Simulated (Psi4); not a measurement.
**InHCl (SMILES [Cl][InH]) at UPBE/def2-TZVPP (core potential)**

Aim: the vertical doublet–quartet gap of InHCl at UPBE/def2-TZVPP (core potential), from 2 runs. The job is set up through a QCSchema input.

The calculation is run with Psi4 1.11.

1 further run of the same task is left out (set aside as unsound or not needed).

### Step 1. The structure to begin with

InHCl: 3 atoms, total charge 0, spin state doublet. SMILES: `[Cl][InH]`. The coordinates come from a PBE0-D4/def2-TZVP relaxation.

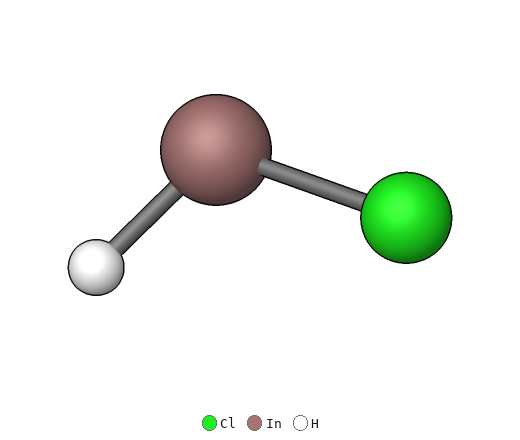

Viewed from a chosen angle; chlorine green, indium brown, hydrogen white.

### Step 2. Energy and forces at UPBE/def2-TZVPP (core potential)

File job.json:

```json
{
 "schema_name": "qcschema_input",
 "schema_version": 1,
 "molecule": {
  "schema_name": "qcschema_molecule",
  "schema_version": 2,
  "symbols": ["Cl", "In", "H"],
  "geometry": [-3.11767016, 0.74984333, -1.63914844, 0.77384285, 1.02498745, 0.54065064, 2.3232293, -1.89709606, 1.07355341],
  "molecular_charge": 0,
  "molecular_multiplicity": 2,
  "fix_symmetry": "c1"
 },
 "driver": "gradient",
 "model": {
  "method": "pbe",
  "basis": "def2-TZVPP"
 },
 "keywords": {
  "reference": "uks",
  "puream": true,
  "e_convergence": 1e-09,
  "d_convergence": 1e-08,
  "scf_type": "pk",
  "dft_radial_points": 99,
  "dft_spherical_points": 590,
  "maxiter": 200,
  "scf_properties": ["WIBERG_LOWDIN_INDICES", "MAYER_INDICES", "QUADRUPOLE"]
 }
}
```

The run is started by

```console
$ psi4 --qcschema job.json -n 1 --memory 1600MB
```

stdout, shortened:

```text
[...]
    !!!  WARNING: ECP capability is in beta. Please check occupations closely.  !!!
[...]
  Running in c1 symmetry.
[...]
  Nuclear repulsion =   88.717601216330223
[...]
  Multiplicity = 2
[...]
  Nalpha       = 20
  Nbeta        = 19
[...]
    Number of basis functions: 106
[...]
   @UKS iter   1:  -650.59010570403245   -6.44807e-01   6.34999e-03 DIIS/ADIIS
[...]
   @UKS iter  13:  -650.77811839760363   -5.00222e-12   7.98330e-09 DIIS
[...]
   @S^2 Observed:                7.537393198E-01
[...]
    Orbital Energies [Eh]
    ---------------------
    Alpha Occupied:
       1A   -100.629636     2A     -9.143751     3A     -6.963757
       4A     -6.959047     5A     -6.958522     6A     -4.500369
       7A     -2.945762     8A     -2.939367     9A     -2.936594
      10A     -0.737195    11A     -0.710517    12A     -0.708048
      13A     -0.705967    14A     -0.703687    15A     -0.680147
      16A     -0.390364    17A     -0.301951    18A     -0.271873
      19A     -0.269065    20A     -0.194946
    Alpha Virtual:
      21A     -0.102020    22A     -0.036353    23A      0.015826
      24A      0.046955    25A      0.057067    26A      0.072990
[...]
  @UKS Final Energy:  -650.77811839760363
   => Energetics <=
    Nuclear Repulsion Energy =             88.7176012163302232
    One-Electron Energy =               -1148.2002524190743316
    Two-Electron Energy =                 453.8371161616444169
    DFT Exchange-Correlation Energy =     -45.1325833565039218
    Empirical Dispersion Energy =           0.0000000000000000
    VV10 Nonlocal Energy =                  0.0000000000000000
    Total Energy =                       -650.7781183976036345
[...]
 Multipole Moments:
 ------------------------------------------------------------------------------------
     Multipole            Electronic (a.u.)      Nuclear  (a.u.)        Total (a.u.)
 ------------------------------------------------------------------------------------
 L = 1.  Multiply by 2.5417464519 to convert [e a0] to [Debye]
 Dipole X            :         35.3239484          -34.3160511            1.0078974
 Dipole Y            :          4.5501639           -4.3716373            0.1785267
 Dipole Z            :          0.0000006            0.0000000            0.0000006
 Magnitude           :                                                    1.0235863
 L = 2.  Multiply by 1.3450342976 to convert [e a0^2] to [Debye ang]
 Quadrupole XX       :       -260.1154908          229.7932418          -30.3222489
 Quadrupole XY       :         -5.0421726            5.5405988            0.4984262
[...]
  -Total Gradient:
     Atom            X                  Y                   Z
    ------   -----------------  -----------------  -----------------
       1        0.005599958675     0.000275608464    -0.000000003511
       2       -0.003563557440    -0.003799226955     0.000000005314
       3       -0.002037151692     0.003520915907    -0.000000001803
[...]
```

The result, in JSON:

```text
{
 "driver": "gradient",
 "model": {
  "method": "pbe",
  "basis": "def2-TZVPP"
 },
 "success": true,
 "return_result": [0.005599958675078759, 0.0002756084642592301, -3.511186816753663e-09, -0.003563557440358661, -0.003799226955269755, 5.313715582778911e-09, -0.002037151692214488, 0.0035209159067463303, -1.8030735770711055e-09],
 "properties": {
  "calcinfo_nbasis": 106,
  "calcinfo_nmo": 106,
  "calcinfo_nalpha": 20,
  "calcinfo_nbeta": 19,
  "calcinfo_natom": 3,
  "nuclear_repulsion_energy": 88.71760121633022,
  "return_energy": -650.7781183976036,
  "return_gradient": [0.005599958675078759, 0.0002756084642592301, -3.511186816753663e-09, -0.003563557440358661, -0.003799226955269755, 5.313715582778911e-09, -0.002037151692214488, 0.0035209159067463303, -1.8030735770711055e-09],
  "scf_one_electron_energy": -1148.2002524190743,
  "scf_two_electron_energy": 453.8371161616444,
  "scf_xc_energy": -45.13258335650392,
  "scf_dipole_moment": [1.0078973722851714, 0.1785266590916823, 5.527454096831918e-07],
  "scf_total_energy": -650.7781183976036,
  "scf_total_gradient": [0.005599958675078759, 0.0002756084642592301, -3.511186816753663e-09, -0.003563557440358661, -0.003799226955269755, 5.313715582778911e-09, -0.002037151692214488, 0.0035209159067463303, -1.8030735770711055e-09],
  "scf_iterations": 13
 }
}
```

Wall time 25 s (1 thread of Intel Xeon Platinum 8488C (Sapphire Rapids), shared host); peak memory 0.61 GiB.

### Step 3. The quartet: the energy at UPBE/def2-TZVPP (core potential)

File clhin.json:

```json
{
 "schema_name": "qcschema_input",
 "schema_version": 1,
 "molecule": {
  "schema_name": "qcschema_molecule",
  "schema_version": 2,
  "symbols": ["Cl", "In", "H"],
  "geometry": [-3.11767016, 0.74984333, -1.63914844, 0.77384285, 1.02498745, 0.54065064, 2.3232293, -1.89709606, 1.07355341],
  "molecular_charge": 0,
  "molecular_multiplicity": 4,
  "fix_symmetry": "c1"
 },
 "driver": "energy",
 "model": {
  "method": "pbe",
  "basis": "def2-TZVPP"
 },
 "keywords": {
  "reference": "uks",
  "puream": true,
  "e_convergence": 1e-09,
  "d_convergence": 1e-08,
  "scf_type": "pk",
  "dft_radial_points": 99,
  "dft_spherical_points": 590,
  "maxiter": 200
 }
}
```

The run is started by

```console
$ psi4 --qcschema clhin.json -n 1 --memory 1600MB
```

stdout, shortened:

```text
[...]
    !!!  WARNING: ECP capability is in beta. Please check occupations closely.  !!!
[...]
  Running in c1 symmetry.
[...]
  Nuclear repulsion =   88.717601216330223
[...]
  Multiplicity = 4
[...]
  Nalpha       = 21
  Nbeta        = 18
[...]
    Number of basis functions: 106
[...]
   @UKS iter   1:  -650.28239376262320   -3.37095e-01   6.97979e-03 ADIIS/DIIS
[...]
   @UKS iter  17:  -650.60086930558748   -3.92220e-11   6.52558e-09 DIIS
[...]
   @S^2 Observed:                3.755900412E+00
[...]
    Orbital Energies [Eh]
    ---------------------
    Alpha Occupied:
       1A   -100.703628     2A     -9.215962     3A     -7.042471
       4A     -7.030136     5A     -7.027763     6A     -4.501454
       7A     -2.944504     8A     -2.943820     9A     -2.936209
      10A     -0.790141    11A     -0.718404    12A     -0.708264
      13A     -0.705231    14A     -0.703533    15A     -0.699905
      16A     -0.432978    17A     -0.361835    18A     -0.335467
      19A     -0.322042    20A     -0.216436    21A     -0.115242
    Alpha Virtual:
      22A     -0.056764    23A     -0.002375    24A      0.034673
      25A      0.047422    26A      0.059705    27A      0.082634
[...]
  @UKS Final Energy:  -650.60086930558748
   => Energetics <=
    Nuclear Repulsion Energy =             88.7176012163302232
    One-Electron Energy =               -1146.8915555548828706
    Two-Electron Energy =                 452.6507057019708782
    DFT Exchange-Correlation Energy =     -45.0776206690056611
    Empirical Dispersion Energy =           0.0000000000000000
    VV10 Nonlocal Energy =                  0.0000000000000000
    Total Energy =                       -650.6008693055874801
[...]
 Multipole Moments:
 ------------------------------------------------------------------------------------
     Multipole            Electronic (a.u.)      Nuclear  (a.u.)        Total (a.u.)
 ------------------------------------------------------------------------------------
 L = 1.  Multiply by 2.5417464519 to convert [e a0] to [Debye]
 Dipole X            :         34.4465327          -34.3160511            0.1304816
 Dipole Y            :          4.1922411           -4.3716373           -0.1793961
 Dipole Z            :         -0.0000004            0.0000000           -0.0000004
 Magnitude           :                                                    0.2218297
[...]
```

The result, in JSON:

```text
{
 "driver": "energy",
 "model": {
  "method": "pbe",
  "basis": "def2-TZVPP"
 },
 "success": true,
 "return_result": -650.6008693055875,
 "properties": {
  "calcinfo_nbasis": 106,
  "calcinfo_nmo": 106,
  "calcinfo_nalpha": 21,
  "calcinfo_nbeta": 18,
  "calcinfo_natom": 3,
  "nuclear_repulsion_energy": 88.71760121633022,
  "return_energy": -650.6008693055875,
  "scf_one_electron_energy": -1146.8915555548829,
  "scf_two_electron_energy": 452.6507057019709,
  "scf_xc_energy": -45.07762066900566,
  "scf_dipole_moment": [0.1304816183838895, -0.17939612867579413, -3.940697598255809e-07],
  "scf_total_energy": -650.6008693055875,
  "scf_iterations": 17
 }
}
```

It took 19 s on 1 thread of Intel Xeon Platinum 8488C (Sapphire Rapids), shared host; peak memory 0.61 GiB.

### Step 4. Summary of results

At UPBE/def2-TZVPP (core potential):

```
                                        quantity          value
                           doublet: total energy  -650.77812 Eh
                          doublet: dipole moment         2.60 D
     doublet: HOMO energy (highest over α and β)       -5.30 eV
      doublet: LUMO energy (lowest over α and β)       -4.27 eV
                                   doublet: ⟨S²⟩          0.754
               doublet: largest force on an atom     0.288 eV/Å
                           quartet: total energy  -650.60087 Eh
                          quartet: dipole moment         0.56 D
     quartet: HOMO energy (highest over α and β)       -3.14 eV
                                   quartet: ⟨S²⟩          3.756
vertical energy of the quartet above the doublet       4.823 eV
```

At this shape the quartet lies 4.82 eV (465 kJ/mol) above the doublet. The largest force (doublet) is 0.29 eV/Å: the shape isn't a stationary point for this species at this level.
